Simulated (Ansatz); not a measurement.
C2H6AlNO: nudged elastic band

The run: nudged elastic band of C2H6AlNO, SMILES [CH3][Al]([NH2])[CH]=O. Method and program: RKS PBE0-D4/def2-SVP (Ansatz 0.2.0).

It belongs to a series of runs on one base structure; here: band between the two ends. Figures and captions count atoms from 1; the log counts them from 0 in places.

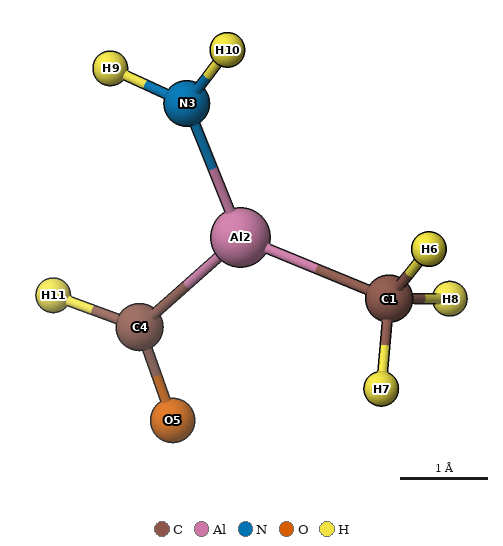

The starting structure (ball-and-stick view, seen at a tilt; atoms are numbered from 1 in the order of the input). Sticks mark near contacts. Bond lengths as drawn: Al–C 1.95 to 2.02 Å, Al–N 1.77 Å, C–H 1.10 to 1.13 Å, C–O 1.21 Å and H–N 1.01 Å.

### Input file
```yaml
crystal:
  periodic: [false, false, false]
  atoms:
    - { symbol: C, position_ang: [-1.199416, 1.177374, 0.548554] }
    - { symbol: Al, position_ang: [0.143965, -0.136211, 0.038622] }
    - { symbol: "N", position_ang: [1.108629, -1.034906, 1.225909] }
    - { symbol: C, position_ang: [0.495433, -0.530393, -1.91344] }
    - { symbol: O, position_ang: [-0.124638, 0.09392, -2.750456] }
    - { symbol: H, position_ang: [-1.17826, 1.419054, 1.622785] }
    - { symbol: H, position_ang: [-1.06706, 2.114897, -0.015985] }
    - { symbol: H, position_ang: [-2.211352, 0.809735, 0.308151] }
    - { symbol: H, position_ang: [1.807895, -1.733982, 0.999342] }
    - { symbol: H, position_ang: [1.046949, -0.935038, 2.233527] }
    - { symbol: H, position_ang: [1.243254, -1.30155, -2.276508] }
basis:
  gaussian: { orbitals: def2-SVP }
hamiltonian:
  xc: pbe0
  dispersion: d4
neb:
  order_check: false
  images: 7
  f_tol: 0.05
  max_iterations: 52
  initial_path: idpp
  final_atoms:
    - { symbol: C, position_ang: [-1.20254226, 1.17296269, 0.54839345] }
    - { symbol: Al, position_ang: [0.14294273, -0.13869568, 0.03899355] }
    - { symbol: "N", position_ang: [1.14827676, -0.99512207, 1.22419489] }
    - { symbol: C, position_ang: [0.45323347, -0.57296926, -1.91120382] }
    - { symbol: O, position_ang: [-0.19336342, 0.02615898, -2.74665652] }
    - { symbol: H, position_ang: [-1.37329309, 1.21449917, 1.63554452] }
    - { symbol: H, position_ang: [-0.9052226, 2.18214685, 0.2168149] }
    - { symbol: H, position_ang: [-2.1662946, 0.95638807, 0.05901892] }
    - { symbol: H, position_ang: [1.86328635, -1.67874985, 1.00013654] }
    - { symbol: H, position_ang: [1.09973952, -0.87802282, 2.23071618] }
    - { symbol: H, position_ang: [1.19863613, -1.34569608, -2.2754516] }
```

Launch command:
```bash
ansatz run input.yaml --threads 2 --pin off --max-ram 3072MiB --backend cpu --events-out ev --progress --plain --runs-dir out
```

### What the program printed
```
Engine: ansatz 0.2.0, aarch64-unknown-linux-gnu
Functional definition: PBE0
  parameter a = 0.25
  parameter kappa = 0.804
  parameter beta = 0.06672455060314922
  exchange = (1 - a)*pbe_x(kappa = kappa, mu = beta*pi^2/3) + a*exact_x
  correlation = pbe_c(beta = beta)
1123 factors; integrals over basis functions are off by at most 3.7e-4 eV
mean field evaluation 1: about -12278.2782 eV, gradient 7.4e1 eV
mean field evaluation 2: about -12262.8562 eV, gradient 1.1e2 eV
mean field evaluation 4: about -12290.0408 eV, gradient 6.5e0 eV
mean field evaluation 8: about -12290.1503 eV, gradient 5.2e-1 eV
mean field evaluation 16: about -12290.1509 eV, gradient 9.4e-6 eV
mean field -12290.15087224 eV, -451.6547139912 hartree, gradient 9.8e-6 eV, S^2 0.000000; 0 other end points of the search recorded, 0 dependent functions left out
the calculation of the forces begins
reference -12290.15090078 eV, -451.6547150403 hartree; 23, 23 occupied and 81, 81 virtual orbitals, 1123 factors
1123 factors; integrals over basis functions are off by at most 3.9e-4 eV
mean field evaluation 32: about -12290.1507 eV, gradient 4.5e-5 eV
mean field -12290.15069536 eV, -451.6547074912 hartree, gradient 1.0e-5 eV, S^2 0.000000; 0 other end points of the search recorded, 0 dependent functions left out
[... from here on the field's lines of each further geometry are left out, up to the last ...]
NEB iter   1: max|band force component| = 2.153e-1 eV/Å  barrier→ = 0.0013 eV  barrier← = 0.0011 eV  CI = image 4  Δτ_max = 0.0044 Å  (257 SCF iters)
NEB iter   2: max|band force component| = 8.580e-2 eV/Å  barrier→ = 0.0001 eV  barrier← = -0.0000 eV  CI = image 5  Δτ_max = 0.0097 Å  (173 SCF iters)
NEB iter   3: max|band force component| = 6.046e-2 eV/Å  barrier→ = 0.0004 eV  barrier← = 0.0003 eV  CI = image 7  Δτ_max = 0.0301 Å  (185 SCF iters)
NEB iter   4: max|band force component| = 1.227e-1 eV/Å  barrier→ = 0.0008 eV  barrier← = 0.0007 eV  CI = image 5  Δτ_max = 0.0150 Å  (214 SCF iters)
the calculation of the forces begins
reference -12290.15090506 eV, -451.6547151973 hartree; 23, 23 occupied and 81, 81 virtual orbitals, 1123 factors
1123 factors; integrals over basis functions are off by at most 3.8e-4 eV
mean field evaluation 448: about -12290.1502 eV, gradient 5.2e-1 eV
mean field -12290.15082923 eV, -451.6547124106 hartree, gradient 1.6e-5 eV, S^2 0.000000; 1 other end points of the search recorded, 0 dependent functions left out
the calculation of the forces begins
reference -12290.15085787 eV, -451.6547134634 hartree; 23, 23 occupied and 81, 81 virtual orbitals, 1123 factors
NEB iter   5: max|band force component| = 4.094e-2 eV/Å  barrier→ = 0.0000 eV  barrier← = -0.0001 eV  CI = image 7  Δτ_max = 0.0000 Å  (416 SCF iters)
```

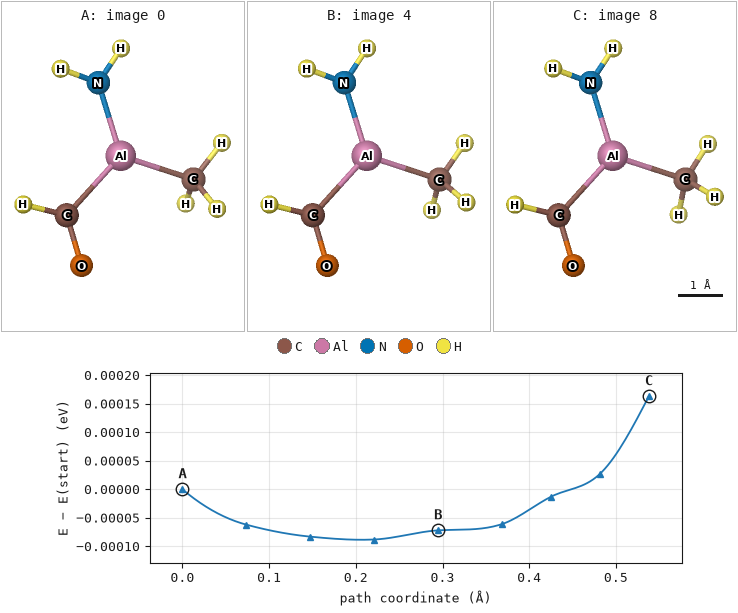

Images of the last band (counted from 0; ball-and-stick, seen at a tilt) above the energy along the path; the line is a cubic interpolation that uses the forces. No image lies above both ends; the end is 0.000 eV above the start. The path is 0.54 Å long. The band converged in 5 iterations.

```
Total energy: -12290.31044276 eV, -451.6605780999 hartree
Atom 0 at    -1.193497     1.182886     0.549096 Å, force     0.009222    -0.009033    -0.001976 eV/Å
Atom 1 at     0.149819    -0.131156     0.039350 Å, force    -0.001255     0.001044     0.000415 eV/Å
Atom 2 at     1.269184    -0.866559     1.203352 Å, force    -0.002895    -0.000844     0.002512 eV/Å
Atom 3 at     0.323396    -0.710661    -1.890324 Å, force     0.000804     0.001634    -0.000630 eV/Å
Atom 4 at    -0.413515    -0.206573    -2.713633 Å, force    -0.001170    -0.002000     0.000812 eV/Å
Atom 5 at    -1.260170     1.329711     1.638382 Å, force    -0.001379     0.002719     0.001956 eV/Å
Atom 6 at    -0.971532     2.161132     0.090596 Å, force    -0.001155     0.003829    -0.001024 eV/Å
Atom 7 at    -2.189940     0.886297     0.182577 Å, force    -0.003865     0.001039     0.000051 eV/Å
Atom 8 at     1.984397    -1.548843     0.975560 Å, force    -0.000231     0.000397    -0.000784 eV/Å
Atom 9 at     1.295721    -0.671758     2.198714 Å, force     0.001057    -0.000136    -0.001100 eV/Å
Atom 10 at     1.071535    -1.481576    -2.253168 Å, force     0.000868     0.001350    -0.000231 eV/Å
Dipole moment:     0.323336    -0.165531     0.588210 e Å
this run last wrote the band of iteration 5 to [file]
```

### The last band as extended XYZ (Å, eV, eV/Å)
```
11
Properties=species:S:1:pos:R:3:forces:R:3 image=0 energy=-12290.31044
C    -1.1994    1.1774    0.5486    0.0001   0.0027  -0.0028
Al    0.1440   -0.1362    0.0386   -0.0014   0.0077   0.0032
N     1.1086   -1.0349    1.2259    0.0030  -0.0078  -0.0081
C     0.4954   -0.5304   -1.9134    0.0002  -0.0019   0.0009
O    -0.1246    0.0939   -2.7505   -0.0010   0.0011  -0.0013
H    -1.1783    1.4191    1.6228   -0.0014  -0.0007  -0.0001
H    -1.0671    2.1149   -0.0160    0.0007  -0.0010  -0.0002
H    -2.2114    0.8097    0.3082   -0.0007  -0.0010  -0.0002
H     1.8079   -1.7340    0.9993    0.0017   0.0020   0.0045
H     1.0469   -0.9350    2.2335    0.0000  -0.0009   0.0044
H     1.2433   -1.3015   -2.2765   -0.0013  -0.0002  -0.0004
11
Properties=species:S:1:pos:R:3:forces:R:3 image=1 energy=-12290.31050
C    -1.1983    1.1785    0.5483   -0.0001   0.0003   0.0002
Al    0.1461   -0.1345    0.0400   -0.0007  -0.0018   0.0006
N     1.1327   -1.0126    1.2250    0.0015   0.0017  -0.0006
C     0.4690   -0.5557   -1.9114    0.0019   0.0021  -0.0002
O    -0.1676    0.0530   -2.7475   -0.0009  -0.0006   0.0003
H    -1.1931    1.4059    1.6258   -0.0002   0.0000  -0.0002
H    -1.0515    2.1229   -0.0011    0.0001   0.0002   0.0000
H    -2.2080    0.8200    0.2859    0.0002  -0.0001  -0.0005
H     1.8371   -1.7064    0.9984   -0.0005  -0.0006   0.0004
H     1.0843   -0.8997    2.2321   -0.0005  -0.0005   0.0001
H     1.2148   -1.3285   -2.2751   -0.0009  -0.0007  -0.0002
11
Properties=species:S:1:pos:R:3:forces:R:3 image=2 energy=-12290.31052
C    -1.1975    1.1794    0.5487    0.0033  -0.0047  -0.0007
Al    0.1468   -0.1338    0.0399    0.0011   0.0019   0.0007
N     1.1563   -0.9881    1.2230    0.0003   0.0011  -0.0001
C     0.4444   -0.5812   -1.9097   -0.0049  -0.0044  -0.0002
O    -0.2110    0.0085   -2.7450    0.0014   0.0012   0.0005
H    -1.2059    1.3907    1.6293   -0.0006   0.0012   0.0008
H    -1.0361    2.1311    0.0162   -0.0004   0.0020  -0.0003
H    -2.2053    0.8319    0.2657   -0.0013   0.0006  -0.0004
H     1.8624   -1.6803    0.9964   -0.0001  -0.0002   0.0001
H     1.1209   -0.8614    2.2290   -0.0006  -0.0007  -0.0001
H     1.1903   -1.3540   -2.2730    0.0019   0.0020  -0.0002
11
Properties=species:S:1:pos:R:3:forces:R:3 image=3 energy=-12290.31053
C    -1.1967    1.1802    0.5489    0.0062  -0.0088  -0.0016
Al    0.1474   -0.1333    0.0398    0.0012   0.0036   0.0007
N     1.1797   -0.9636    1.2203   -0.0004   0.0010   0.0002
C     0.4195   -0.6071   -1.9072   -0.0070  -0.0064  -0.0002
O    -0.2538   -0.0359   -2.7411    0.0020   0.0015   0.0007
H    -1.2189    1.3757    1.6324   -0.0009   0.0022   0.0017
H    -1.0206    2.1388    0.0336   -0.0008   0.0036  -0.0006
H    -2.2024    0.8442    0.2456   -0.0026   0.0010  -0.0004
H     1.8877   -1.6538    0.9936    0.0000   0.0000  -0.0002
H     1.1573   -0.8229    2.2248   -0.0006  -0.0009  -0.0001
H     1.1662   -1.3794   -2.2703    0.0029   0.0031  -0.0002
11
Properties=species:S:1:pos:R:3:forces:R:3 image=4 energy=-12290.31051
C    -1.1960    1.1810    0.5490    0.0108  -0.0138  -0.0029
Al    0.1480   -0.1328    0.0399    0.0010   0.0059   0.0007
N     1.2025   -0.9395    1.2172   -0.0003   0.0018   0.0004
C     0.3950   -0.6329   -1.9039   -0.0102  -0.0100   0.0005
O    -0.2970   -0.0808   -2.7354    0.0031   0.0025   0.0005
H    -1.2321    1.3610    1.6347   -0.0015   0.0033   0.0030
H    -1.0050    2.1459    0.0509   -0.0014   0.0058  -0.0009
H    -2.1990    0.8568    0.2254   -0.0046   0.0014  -0.0004
H     1.9129   -1.6271    0.9901   -0.0002  -0.0002  -0.0004
H     1.1934   -0.7845    2.2198   -0.0010  -0.0015  -0.0001
H     1.1427   -1.4041   -2.2671    0.0043   0.0047  -0.0004
11
Properties=species:S:1:pos:R:3:forces:R:3 image=5 energy=-12290.31050
C    -1.1950    1.1815    0.5492    0.0035  -0.0046  -0.0015
Al    0.1484   -0.1324    0.0396    0.0005   0.0018   0.0006
N     1.2261   -0.9138    1.2129   -0.0028  -0.0012   0.0012
C     0.3697   -0.6602   -1.9000   -0.0013  -0.0007  -0.0007
O    -0.3384   -0.1254   -2.7292   -0.0005  -0.0006   0.0006
H    -1.2452    1.3462    1.6368   -0.0005   0.0014   0.0000
H    -0.9901    2.1531    0.0692   -0.0010   0.0005   0.0001
H    -2.1955    0.8700    0.2059   -0.0003   0.0014   0.0006
H     1.9376   -1.6002    0.9858    0.0003   0.0006  -0.0005
H     1.2283   -0.7463    2.2135    0.0007   0.0000  -0.0004
H     1.1193   -1.4296   -2.2632    0.0013   0.0014   0.0002
11
Properties=species:S:1:pos:R:3:forces:R:3 image=6 energy=-12290.31045
C    -1.1945    1.1827    0.5492    0.0192  -0.0223  -0.0051
Al    0.1491   -0.1317    0.0396   -0.0018   0.0079   0.0015
N     1.2474   -0.8907    1.2086   -0.0028   0.0000   0.0014
C     0.3470   -0.6847   -1.8956   -0.0067  -0.0065   0.0007
O    -0.3776   -0.1674   -2.7216    0.0015   0.0010   0.0005
H    -1.2526    1.3379    1.6377   -0.0029   0.0052   0.0050
H    -0.9804    2.1572    0.0796   -0.0021   0.0088  -0.0016
H    -2.1926    0.8781    0.1940   -0.0079   0.0022  -0.0006
H     1.9609   -1.5749    0.9810   -0.0001   0.0004  -0.0006
H     1.2622   -0.7093    2.2067    0.0002  -0.0007  -0.0008
H     1.0963   -1.4544   -2.2587    0.0033   0.0041  -0.0005
11
Properties=species:S:1:pos:R:3:forces:R:3 image=7 energy=-12290.31041
C    -1.1935    1.1829    0.5491    0.0092  -0.0090  -0.0020
Al    0.1498   -0.1312    0.0394   -0.0013   0.0010   0.0004
N     1.2692   -0.8666    1.2034   -0.0029  -0.0008   0.0025
C     0.3234   -0.7107   -1.8903    0.0008   0.0016  -0.0006
O    -0.4135   -0.2066   -2.7136   -0.0012  -0.0020   0.0008
H    -1.2602    1.3297    1.6384   -0.0014   0.0027   0.0020
H    -0.9715    2.1611    0.0906   -0.0012   0.0038  -0.0010
H    -2.1899    0.8863    0.1826   -0.0039   0.0010   0.0001
H     1.9844   -1.5488    0.9756   -0.0002   0.0004  -0.0008
H     1.2957   -0.6718    2.1987    0.0011  -0.0001  -0.0011
H     1.0715   -1.4816   -2.2532    0.0009   0.0014  -0.0002
11
Properties=species:S:1:pos:R:3:forces:R:3 image=8 energy=-12290.31028
C    -1.1924    1.1828    0.5494    0.0010  -0.0009  -0.0015
Al    0.1507   -0.1306    0.0380    0.0006  -0.0006   0.0070
N     1.2899   -0.8425    1.1974   -0.0044  -0.0015  -0.0021
C     0.3012   -0.7358   -1.8853    0.0000   0.0012  -0.0070
O    -0.4399   -0.2366   -2.7079   -0.0033  -0.0006   0.0020
H    -1.2665    1.3206    1.6395    0.0007   0.0011  -0.0003
H    -0.9645    2.1649    0.1019    0.0005   0.0006  -0.0009
H    -2.1873    0.8931    0.1731   -0.0017   0.0001   0.0003
H     2.0073   -1.5228    0.9707    0.0010  -0.0018  -0.0034
H     1.3273   -0.6334    2.1894    0.0011   0.0023   0.0047
H     1.0397   -1.5168   -2.2458    0.0045   0.0001   0.0011
```

### Summary

- outcome: converged
- barrier, forward: 0.000 eV
- barrier, backward: 0.000 eV
- hardware: 2 threads of Arm Neoverse V2, 128 GiB of memory available, shared host
- wall time: 1.7 min (CPU time 3.3 min)
- peak memory: 0.22 GiB

The order of the saddle point was not checked.
